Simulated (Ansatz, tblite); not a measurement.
# The cluster Cu₃Se+: a ladder of methods and basis sets

Aim: run the singlet of the cluster Cu₃Se+ at one geometry on many levels, and compare frontier levels, spin and run time.

Method: as each input shows; program: Ansatz 0.2.0, Gaussian basis.

Levels to be run: GFN1-xTB, GFN2-xTB, PBE-D4/def2-TZVP, r2SCAN-D4/def2-TZVP, ωB97M-V/def2-TZVP, B3LYP-D4/def2-TZVP, PBE-D4/def2-SVP, PBE0-D4/def2-SVP, HF/6-31G, B3LYP-D4/6-31G, CCSD(T)/def2-TZVP, RPA/def2-TZVP.

3 further runs of the same task are left out: 3 set aside as unsound or not needed. Runs told in other sessions of the task aren't counted.

## (1) The relaxed structure

The singlet was relaxed beforehand with r2SCAN-D4/def2-SVP. At that level it is the lowest of the isomers that a small search found.

4 atoms, charge 1, spin multiplicity 1.

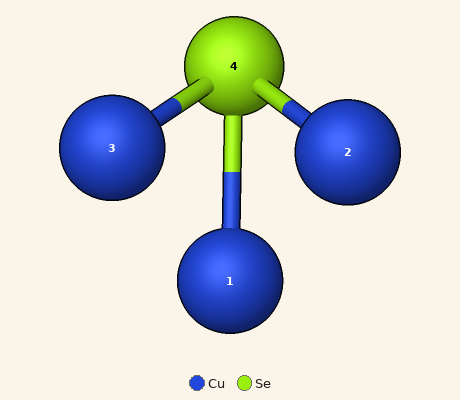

The geometry (copper blue, selenium green); atoms are numbered from 1 in the order of the file.

No spin-orbit coupling is included. The ion is computed in the gas phase, without counter-ions or solvent.

PBE0-D4/def2-TZVP was run before; its log isn't repeated, and its numbers join the tables.

## (2) GFN1-xTB

Tight binding, by tblite at 300 K electronic temperature and without a spin-polarisation term:

```python
tblite.interface.Calculator('GFN1-xTB', numbers, positions, charge=1, uhf=0).singlepoint()
```

Energy -447.3467 eV, HOMO -16.52 eV, LUMO -14.63 eV; 0.004 s.

## (3) GFN2-xTB

Tight binding, by tblite at 300 K electronic temperature and without a spin-polarisation term:

```python
tblite.interface.Calculator('GFN2-xTB', numbers, positions, charge=1, uhf=0).singlepoint()
```

Energy -393.1115 eV, HOMO -15.15 eV, LUMO -12.35 eV; 0.003 s.

## (4) PBE-D4/def2-TZVP

start.molden holds the orbitals of an earlier run on this state, given as this run's starting guess.

Input file in.yaml:

```yaml
crystal:
  periodic: [false, false, false]
  atoms:
    - {symbol: Cu, position_ang: [-0.859276, 1.211176, 0.218822]}
    - {symbol: Cu, position_ang: [1.080143, -0.111916, 1.037685]}
    - {symbol: Cu, position_ang: [0.553063, -0.046214, -1.395712]}
    - {symbol: Se, position_ang: [-0.773930, -1.053046, 0.139205]}
basis:
  gaussian: {orbitals: def2-TZVP, initial_orbitals: start.molden}
total_charge: 1
hamiltonian: {xc: pbe, dispersion: d4}
scf: {omitted_lower_state_checks: [starts]}
output: {orbitals: {seedname: orbitals}}
```

Command:

```sh
$ ansatz run in.yaml --threads 4 --pin off --events-out ev --progress --plain --max-ram 4787MiB
```

The log of the run:

```text
Functional definition: PBE
  name "PBE"
  cite "Perdew, Burke & Ernzerhof, Phys. Rev. Lett. 77, 3865 (1996) doi:10.1103/PhysRevLett.77.3865"
  parent pbe
  parameter kappa = 0.804
  parameter beta = 0.06672455060314922
  exchange = pbe_x(kappa = kappa, mu = beta*pi^2/3)
  correlation = pbe_c(beta = beta)
these checks for a lower state are left out or cut short: starts
1746 factors; their error is unknown
mean field evaluation 1: about -199239.0899 eV, gradient 1.5e1 eV
mean field evaluation 2: about -199239.4512 eV, gradient 7.2e-1 eV
mean field evaluation 4: about -199239.3397 eV, gradient 1.1e-1 eV
mean field -199239.33967845 eV, -7321.9106839080 hartree, gradient 1.3e-5 eV, S^2 0.000000; 0 other end points of the search recorded, 0 dependent functions left out
reference -199239.33972299 eV, -7321.9106855449 hartree; 60, 60 occupied and 123, 123 virtual orbitals, 1746 factors
Total energy: -199239.53308934 eV, -7321.9177916271 hartree
Checks for a lower state left out: starts
```

Run time: 2.5 s. Hardware: 4 threads of Arm Neoverse V2, shared host.

HOMO -10.52 eV, LUMO -8.58 eV.

## (5) r2SCAN-D4/def2-TZVP

in.yaml: that of step 4 with these lines changed.

```diff
@@ -10,3 +10,3 @@
 total_charge: 1
-hamiltonian: {xc: pbe, dispersion: d4}
+hamiltonian: {xc: r2scan, dispersion: d4}
 scf: {omitted_lower_state_checks: [starts]}
```

Same command.

The log of the run:

```text
Functional definition: r2SCAN
  name "r2SCAN"
  cite "Furness, Kaplan, Ning, Perdew & Sun, J. Phys. Chem. Lett. 11, 8208 (2020) doi:10.1021/acs.jpclett.0c02405"
  cite "Furness, Kaplan, Ning, Perdew & Sun, J. Phys. Chem. Lett. 11, 9248 (2020) doi:10.1021/acs.jpclett.0c03077"
  parent r2scan
  parameter k0 = 0.174
  parameter k1 = 0.065
  parameter a1 = 4.9479
  exchange = r2scan_x(k0 = k0, k1 = k1, a1 = a1)
  correlation = r2scan_c
these checks for a lower state are left out or cut short: starts
1746 factors; their error is unknown
mean field evaluation 1: about -199267.3633 eV, gradient 1.0e1 eV
mean field evaluation 2: about -199267.5277 eV, gradient 4.7e-1 eV
mean field evaluation 4: about -199267.4237 eV, gradient 1.1e-1 eV
mean field -199267.42373079 eV, -7322.9427537956 hartree, gradient 3.5e-5 eV, S^2 0.000000; 0 other end points of the search recorded, 0 dependent functions left out
reference -199267.42374483 eV, -7322.9427543114 hartree; 60, 60 occupied and 123, 123 virtual orbitals, 1746 factors
Total energy: -199267.45747664 eV, -7322.9439939327 hartree
Checks for a lower state left out: starts
```

Wall time 6.5 s (4 threads of Arm Neoverse V2, shared host).

Report: HOMO -10.56 eV, LUMO -8.35 eV.

## (6) ωB97M-V/def2-TZVP

in.yaml: that of step 5 with these lines changed.

```diff
@@ -10,4 +10,4 @@
 total_charge: 1
-hamiltonian: {xc: r2scan, dispersion: d4}
+hamiltonian: {xc: {name: wB97M-V}}
 scf: {omitted_lower_state_checks: [starts]}
-output: {orbitals: {seedname: orbitals}}
+output: {forces: true, orbitals: {seedname: orbitals}}
```

Same command.

The log of the run (excerpt; [...] marks lines left out):

```text
Functional definition: wB97M-V
  name "wB97M-V"
  cite "Mardirossian & Head-Gordon, J. Chem. Phys. 144, 214110 (2016) doi:10.1063/1.4952647"
  cite "Becke, J. Chem. Phys. 107, 8554 (1997) doi:10.1063/1.475007"
  cite "Vydrov & Van Voorhis, J. Chem. Phys. 133, 244103 (2010) doi:10.1063/1.3521275"
  # Of w^i u^j: cxij and so on, Table III.
[...]
  gx(w, u) = 1 - cx + cx01*u + cx10*w
  gss(w, u) = css00 + css04*u^4 + css10*w + css20*w^2 + css43*w^4*u^3
  gos(w, u) = cos00 + cos10*w + (cos20 + cos21*u)*w^2 + (cos60 + cos61*u)*w^6
[...]
      + integral(e_c_pw_mod_opposite_spin*gos(b97_w_opposite, b97_u_opposite)) + vv10(b, c)
[...]
1741 factors; integrals over basis functions are off by at most 8.9e-4 eV
290 factors; integrals over basis functions are off by at most 8.3e-6 eV
[...]
mean field -199257.69243599 eV, -7322.5851353077 hartree, gradient 2.1e-5 eV, S^2 0.000000; 0 other end points of the search recorded, 0 dependent functions left out
[...]
reference -199257.69248769 eV, -7322.5851372076 hartree; 60, 60 occupied and 123, 123 virtual orbitals, 1741 factors
Total energy: -199257.69248769 eV, -7322.5851372076 hartree
Atom 0 at    -0.859276     1.211176     0.218822 Å, force    -0.713438     0.573339     0.170013 eV/Å
Atom 1 at     1.080143    -0.111916     1.037685 Å, force     0.556538    -0.277027     0.694921 eV/Å
Atom 2 at     0.553063    -0.046214    -1.395712 Å, force     0.216245    -0.234609    -0.876122 eV/Å
Atom 3 at    -0.773930    -1.053046     0.139205 Å, force    -0.059345    -0.061703     0.011188 eV/Å
Dipole moment:     0.589121     0.801199    -0.105973 e Å
Checks for a lower state left out: starts
```

It took 18 s on 4 threads of Arm Neoverse V2, shared host; peak memory 0.84 GiB.

From the report: HOMO -13.70 eV, LUMO -5.79 eV.

## (7) B3LYP-D4/def2-TZVP

in.yaml: that of step 6 with these lines changed.

```diff
@@ -10,4 +10,4 @@
 total_charge: 1
-hamiltonian: {xc: {name: wB97M-V}}
+hamiltonian: {xc: {name: B3LYP}, dispersion: d4}
 scf: {omitted_lower_state_checks: [starts]}
-output: {forces: true, orbitals: {seedname: orbitals}}
+output: {orbitals: {seedname: orbitals}}
```

Launched as before.

The log of the run (excerpt; [...] marks lines left out):

```text
Functional definition: B3LYP
  name "B3LYP"
  cite "Stephens, Devlin, Chabalowski & Frisch, J. Phys. Chem. 98, 11623 (1994) doi:10.1021/j100096a001"
  cite "Becke, Phys. Rev. A 38, 3098 (1988) doi:10.1103/PhysRevA.38.3098"
  cite "Lee, Yang & Parr, Phys. Rev. B 37, 785 (1988) doi:10.1103/PhysRevB.37.785"
  cite "Vosko, Wilk & Nusair, Can. J. Phys. 58, 1200 (1980) doi:10.1139/p80-159"
[...]
1741 factors; integrals over basis functions are off by at most 8.9e-4 eV
[...]
mean field -199273.29752631 eV, -7323.1586117996 hartree, gradient 2.1e-5 eV, S^2 0.000000; 0 other end points of the search recorded, 0 dependent functions left out
reference -199273.29776740 eV, -7323.1586206593 hartree; 60, 60 occupied and 123, 123 virtual orbitals, 1741 factors
Total energy: -199273.62429715 eV, -7323.1706204063 hartree
Checks for a lower state left out: starts
```

It took 4.9 s on 4 threads of Arm Neoverse V2, shared host; peak memory 0.62 GiB.

Report: HOMO -11.51 eV, LUMO -7.98 eV.

## (8) PBE-D4/def2-SVP

in.yaml: that of step 7 with these lines changed.

```diff
@@ -8,5 +8,5 @@
 basis:
-  gaussian: {orbitals: def2-TZVP, initial_orbitals: start.molden}
+  gaussian: {orbitals: def2-SVP, initial_orbitals: start.molden}
 total_charge: 1
-hamiltonian: {xc: {name: B3LYP}, dispersion: d4}
+hamiltonian: {xc: pbe, dispersion: d4}
 scf: {omitted_lower_state_checks: [starts]}
```

The command is unchanged.

The log of the run:

```text
Functional definition: PBE
  name "PBE"
  cite "Perdew, Burke & Ernzerhof, Phys. Rev. Lett. 77, 3865 (1996) doi:10.1103/PhysRevLett.77.3865"
  parent pbe
  parameter kappa = 0.804
  parameter beta = 0.06672455060314922
  exchange = pbe_x(kappa = kappa, mu = beta*pi^2/3)
  correlation = pbe_c(beta = beta)
these checks for a lower state are left out or cut short: starts
1498 factors; their error is unknown
mean field evaluation 1: about -199210.8741 eV, gradient 1.2e1 eV
mean field evaluation 2: about -199211.2369 eV, gradient 7.8e-1 eV
mean field evaluation 4: about -199211.0939 eV, gradient 1.5e-1 eV
mean field -199211.09395378 eV, -7320.8726726720 hartree, gradient 6.7e-5 eV, S^2 0.000000; 0 other end points of the search recorded, 0 dependent functions left out
reference -199211.09401786 eV, -7320.8726750269 hartree; 60, 60 occupied and 65, 65 virtual orbitals, 1498 factors
Total energy: -199211.28738420 eV, -7320.8797811091 hartree
Checks for a lower state left out: starts
```

It took 1.6 s on 4 threads of Arm Neoverse V2, shared host.

HOMO -10.10 eV, LUMO -8.26 eV.

## (9) PBE0-D4/def2-SVP

in.yaml: that of step 8 with these lines changed.

```diff
@@ -10,3 +10,3 @@
 total_charge: 1
-hamiltonian: {xc: pbe, dispersion: d4}
+hamiltonian: {xc: pbe0, dispersion: d4}
 scf: {omitted_lower_state_checks: [starts]}
```

The command is unchanged.

The log of the run (excerpt; [...] marks lines left out):

```text
Functional definition: PBE0
  name "PBE0"
  cite "Adamo & Barone, J. Chem. Phys. 110, 6158 (1999) doi:10.1063/1.478522"
  cite "Perdew, Burke & Ernzerhof, Phys. Rev. Lett. 77, 3865 (1996) doi:10.1103/PhysRevLett.77.3865"
  parent pbe
[...]
1345 factors; integrals over basis functions are off by at most 8.9e-4 eV
[...]
mean field -199213.40990080 eV, -7320.9577821552 hartree, gradient 1.3e-5 eV, S^2 0.000000; 0 other end points of the search recorded, 0 dependent functions left out
reference -199213.40995697 eV, -7320.9577842196 hartree; 60, 60 occupied and 65, 65 virtual orbitals, 1345 factors
Total energy: -199213.57243350 eV, -7320.9637551219 hartree
Checks for a lower state left out: starts
```

Wall time 2.8 s (4 threads of Arm Neoverse V2, shared host).

From the report: HOMO -11.30 eV, LUMO -7.36 eV.

## (10) HF/6-31G

in.yaml: that of step 9 with these lines changed.

```diff
@@ -8,5 +8,5 @@
 basis:
-  gaussian: {orbitals: def2-SVP, initial_orbitals: start.molden}
+  gaussian: {orbitals: 6-31G}
 total_charge: 1
-hamiltonian: {xc: pbe0, dispersion: d4}
+hamiltonian: {xc: hf}
 scf: {omitted_lower_state_checks: [starts]}
```

The command is unchanged.

The log of the run:

```text
Functional definition: HF
  name "HF"
  cite "Fock, Z. Phys. 61, 126 (1930) doi:10.1007/BF01340294"
  parent pbe
  exchange = exact_x
  correlation = 0
these checks for a lower state are left out or cut short: starts
1096 factors; integrals over basis functions are off by at most 8.9e-4 eV
mean field evaluation 1: about -199037.4124 eV, gradient 1.3e2 eV
mean field evaluation 2: about -199037.5075 eV, gradient 1.3e2 eV
mean field evaluation 4: about -199056.9429 eV, gradient 4.9e0 eV
mean field evaluation 8: about -199057.1292 eV, gradient 3.6e-1 eV
mean field -199057.13057465 eV, -7315.2146228493 hartree, gradient 2.8e-5 eV, S^2 0.000000; 0 other end points of the search recorded, 0 dependent functions left out
reference -199057.13057465 eV, -7315.2146228493 hartree; 60, 60 occupied and 56, 56 virtual orbitals, 1096 factors
Total energy: -199057.13057465 eV, -7315.2146228493 hartree
Checks for a lower state left out: starts
```

It took 1.3 s on 4 threads of Arm Neoverse V2, shared host.

From the report: HOMO -13.30 eV, LUMO -4.57 eV.

## (11) B3LYP-D4/6-31G

in.yaml: that of step 10 with these lines changed.

```diff
@@ -10,3 +10,3 @@
 total_charge: 1
-hamiltonian: {xc: hf}
+hamiltonian: {xc: {name: B3LYP}, dispersion: d4}
 scf: {omitted_lower_state_checks: [starts]}
```

The command is unchanged.

The log of the run (excerpt; [...] marks lines left out):

```text
Functional definition: B3LYP
  name "B3LYP"
  cite "Stephens, Devlin, Chabalowski & Frisch, J. Phys. Chem. 98, 11623 (1994) doi:10.1021/j100096a001"
  cite "Becke, Phys. Rev. A 38, 3098 (1988) doi:10.1103/PhysRevA.38.3098"
  cite "Lee, Yang & Parr, Phys. Rev. B 37, 785 (1988) doi:10.1103/PhysRevB.37.785"
  cite "Vosko, Wilk & Nusair, Can. J. Phys. 58, 1200 (1980) doi:10.1139/p80-159"
[...]
1096 factors; integrals over basis functions are off by at most 8.9e-4 eV
[...]
mean field -199235.94206153 eV, -7321.7858237893 hartree, gradient 2.6e-5 eV, S^2 0.000000; 0 other end points of the search recorded, 0 dependent functions left out
reference -199235.94227014 eV, -7321.7858314556 hartree; 60, 60 occupied and 56, 56 virtual orbitals, 1096 factors
Total energy: -199236.26879989 eV, -7321.7978312025 hartree
Checks for a lower state left out: starts
```

It took 2.7 s on 4 threads of Arm Neoverse V2, shared host.

Report: HOMO -10.57 eV, LUMO -7.59 eV.

## (12) CCSD(T)/def2-TZVP

in.yaml: that of step 11 with these lines changed.

```diff
@@ -8,5 +8,5 @@
 basis:
-  gaussian: {orbitals: 6-31G}
+  gaussian: {orbitals: def2-TZVP, initial_orbitals: start.molden}
 total_charge: 1
-hamiltonian: {xc: {name: B3LYP}, dispersion: d4}
+correlation: {method: ccsd_t, frozen_orbitals: {Cu: 9, Se: 9}}
 scf: {omitted_lower_state_checks: [starts]}
```

Launched as before.

The log of the run (excerpt; [...] marks lines left out):

```text
Functional definition: HF
  name "HF"
  cite "Fock, Z. Phys. 61, 126 (1930) doi:10.1007/BF01340294"
  parent pbe
[...]
1741 factors; integrals over basis functions are off by at most 8.9e-4 eV
[...]
mean field -199092.41860050 eV, -7316.5114338802 hartree, gradient 1.4e-6 eV, S^2 0.000000; 0 other end points of the search recorded, 0 dependent functions left out
36 core orbitals not correlated: weight in the atoms' cores, before any rotation towards them, 1.000 or more for the frozen orbitals, at most 0.000 for the correlated occupied ones
reference -199092.41860050 eV, -7316.5114338802 hartree; 24, 24 occupied and 123, 123 virtual orbitals, 1741 factors
second order -42.34648072 eV of doubles, -0.00000000 eV of singles
cycle   1  -34.59184640 eV  change     7.8e0 eV  update   3.2e-1
[...]
cycle  15  -37.42810788 eV  change    5.1e-5 eV  update   1.7e-5
perturbative correction -1.61061640 eV, -0.0591890610 hartree
Total energy: -199131.45732478 eV, -7317.9460805360 hartree
Checks for a lower state left out: starts
```

Wall time 29 s (4 threads of Arm Neoverse V2, shared host); peak memory 1.4 GiB.

From the report: Hartree-Fock HOMO -13.66 eV, LUMO -4.58 eV; T1 0.028.

## (13) RPA/def2-TZVP

in.yaml: that of step 12 with these lines changed.

```diff
@@ -10,4 +10,4 @@
 total_charge: 1
-correlation: {method: ccsd_t, frozen_orbitals: {Cu: 9, Se: 9}}
+hamiltonian: {xc: pbe}
+correlation: {method: rpa, frozen_orbitals: {Cu: 9, Se: 9}}
 scf: {omitted_lower_state_checks: [starts]}
-output: {orbitals: {seedname: orbitals}}
```

Same command.

The log of the run (excerpt; [...] marks lines left out):

```text
Functional definition: PBE
  name "PBE"
  cite "Perdew, Burke & Ernzerhof, Phys. Rev. Lett. 77, 3865 (1996) doi:10.1103/PhysRevLett.77.3865"
  parent pbe
[...]
1741 factors; integrals over basis functions are off by at most 8.9e-4 eV
[...]
mean field -199239.33965893 eV, -7321.9106831908 hartree, gradient 2.2e-6 eV, S^2 0.000000; 0 other end points of the search recorded, 0 dependent functions left out
36 core orbitals not correlated: weight in the atoms' cores, before any rotation towards them, 1.000 or more for the frozen orbitals, at most 0.000 for the correlated occupied ones
reference -199087.84968555 eV, -7316.3435293525 hartree; 24, 24 occupied and 123, 123 virtual orbitals, 1741 factors
Total energy: -199141.11032770 eV, -7318.3008218503 hartree
Checks for a lower state left out: starts
```

It took 6 s on 4 threads of Arm Neoverse V2, shared host.

## (14) Levels side by side

```tsv
level	functions	HOMO (eV)	LUMO (eV)	gap (eV)	time
HF/6-31G	116	-13.30	-4.57	8.73	1.3 s
PBE-D4/def2-SVP	125	-10.10	-8.26	1.84	1.6 s
PBE-D4/def2-TZVP	183	-10.52	-8.58	1.94	2.5 s
r2SCAN-D4/def2-TZVP	183	-10.56	-8.35	2.20	6.5 s
B3LYP-D4/6-31G	116	-10.57	-7.59	2.99	2.7 s
B3LYP-D4/def2-TZVP	183	-11.51	-7.98	3.53	4.9 s
PBE0-D4/def2-SVP	125	-11.30	-7.36	3.94	2.8 s
PBE0-D4/def2-TZVP	183	-11.63	-7.62	4.01	5.5 s
ωB97M-V/def2-TZVP	183	-13.70	-5.79	7.91	18 s
```

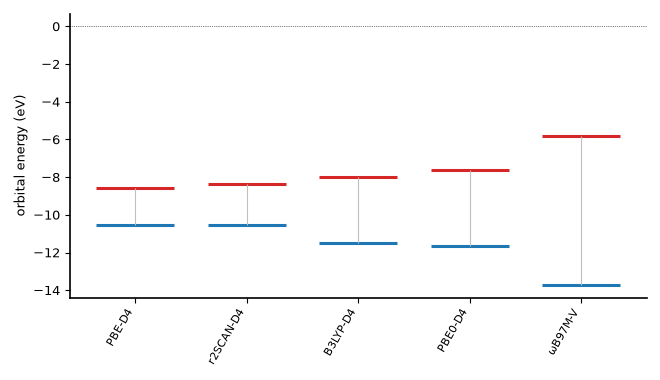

Highest filled (blue) and lowest empty (red) level in def2-TZVP.

Energy pieces by basis (eV):

```tsv
basis	HF	MP2 correlation	CCSD correlation	(T)	total
def2-TZVP	-199092.4186	-42.3465	-37.4281	-1.6106	-199131.4573
```

## (15) Outcome

| quantity | value |
| --- | --- |
| gap in def2-TZVP, named functionals, smallest and largest | 1.94 eV (PBE-D4), 7.91 eV (ωB97M-V) |
| correlation energy, CCSD(T)/def2-TZVP | -39.04 eV |
| PBE0 total energy, smallest basis above largest | 27.53 eV (def2-SVP, def2-TZVP) |

In words: Over the named functionals in def2-TZVP the gap runs from 1.94 eV (PBE-D4) to 7.91 eV (ωB97M-V); exact exchange widens it.

The slowest run with a step of its own, CCSD(T)/def2-TZVP, took 29 s; the quickest functional in def2-TZVP took 2.5 s (shared host).
